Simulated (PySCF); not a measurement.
**N2H3 (hydrazinyl radical) at FCI/STO-3G**

Aim: the energy change on altering one bond length of N2H3 (hydrazinyl radical) at FCI/STO-3G, from 2 runs. The job is set up through a Python script.

Program for the calculation: PySCF 2.14.0.

8 further runs of the same task are left out: 8 set aside as unsound or not needed.

### 1 Starting point

N2H3: 5 atoms, total charge 0, spin state doublet. SMILES: `[NH]N`. The shape is that of a GFN2-xTB optimisation. This is one conformer, not always the lowest.

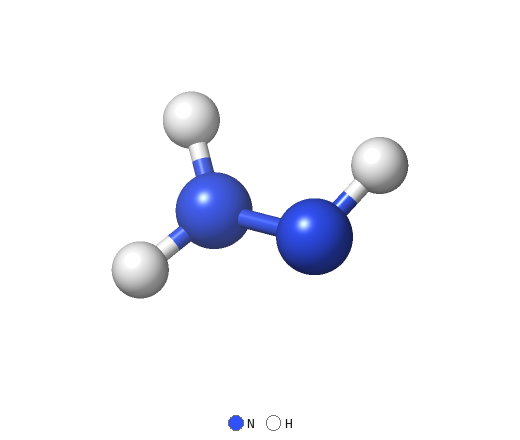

Viewed from a chosen angle; nitrogen blue, hydrogen white.

### 2 A single-point energy at FCI/STO-3G

File start.xyz:

```xyz
5
H3N2
N     -0.174970    -0.805480     0.447260
N     -0.126270     0.251970    -0.365880
H      0.751750    -0.989150     0.831090
H     -1.043070     0.577800    -0.638700
H      0.592550     0.964850    -0.273770
```

File input.py:

```python
from pyscf import gto, mcscf

mol = gto.Mole()
mol.atom = 'start.xyz'
mol.max_memory = 1860
mol.basis = 'sto-3g'
mol.spin = 1
mol.verbose = 3
mol.build()

mf = mol.ROHF()
mf.conv_tol = 1e-10
mf.kernel()
if not mf.converged:
    mf = mf.newton().run(mf.mo_coeff, mf.mo_occ)

cas = mcscf.CASCI(mf, mf.mo_coeff.shape[-1] - 2, (mol.nelec[0] - 2, mol.nelec[1] - 2))  # full CI above the frozen core
cas.fix_spin_(ss=0.75)
cas.kernel()
e_final = cas.e_tot
print(f'total energy: {e_final:.8f} hartree')
```

Run with:

```console
$ OMP_NUM_THREADS=1 python input.py
```

Standard output:

```text
converged SCF energy = -109.140286565576
CASCI E = -109.247793331637  E(CI) = -43.2482195146450  S^2 = 0.7500000
total energy: -109.24779333 hartree
```

Run time: 2.4 s. Hardware: 1 thread of Arm Neoverse V2, shared host; peak memory 0.15 GiB.

### 3 The distorted shape

File mol.xyz:

```xyz
5

N     -0.360325    -0.768744     0.370490
N     -0.311625     0.288706    -0.442650
H      0.751750    -0.989150     0.831090
H     -1.228425     0.614536    -0.715470
H      0.407195     1.001586    -0.350540
```

File calc.py:

```python
from pyscf import gto, scf, mcscf

mol = gto.M(
    atom='mol.xyz',
    basis='sto-3g',
    charge=0,
    spin=1,
    max_memory=1860,
    verbose=3,
)

mf = scf.ROHF(mol)
mf.conv_tol = 1e-10
mf.kernel()
if not mf.converged:
    mf = mf.newton().run(mf.mo_coeff, mf.mo_occ)

cas = mcscf.CASCI(mf, mf.mo_coeff.shape[-1] - 2, (mol.nelec[0] - 2, mol.nelec[1] - 2))  # full CI above the frozen core
cas.fix_spin_(ss=0.75)
cas.kernel()
e_final = cas.e_tot
print(f'total energy: {e_final:.8f} hartree')
```

Run with:

```console
$ OMP_NUM_THREADS=1 python calc.py
```

Standard output:

```text
converged SCF energy = -109.120997084161
CASCI E = -109.241325450340  E(CI) = -42.6847217595614  S^2 = 0.7500000
total energy: -109.24132545 hartree
```

Wall time 2.6 s (1 thread of Arm Neoverse V2, shared host); peak memory 0.15 GiB.

### 4 What came out

At FCI/STO-3G, 2 core orbitals frozen:

| quantity | value |
| --- | --- |
| first shape: total energy | -109.24779 Eh |
| first shape: dipole moment (Hartree–Fock density) | 2.13 D |
| first shape: correlation energy (2 core orbitals frozen) | -107.5 mEh |
| distorted shape: total energy | -109.24133 Eh |
| distorted shape: dipole moment (Hartree–Fock density) | 2.09 D |
| distorted shape: correlation energy (2 core orbitals frozen) | -120.3 mEh |
| energy change with the N1–H3 bond stretched from 1.020 to 1.224 Å | 0.176 eV |

**Reading.** With the N1–H3 bond stretched from 1.020 to 1.224 Å the energy rises by 0.18 eV (17.0 kJ/mol). The first shape isn't relaxed at this level, so the change isn't measured from a minimum. The minimal basis adds a large error of its own.
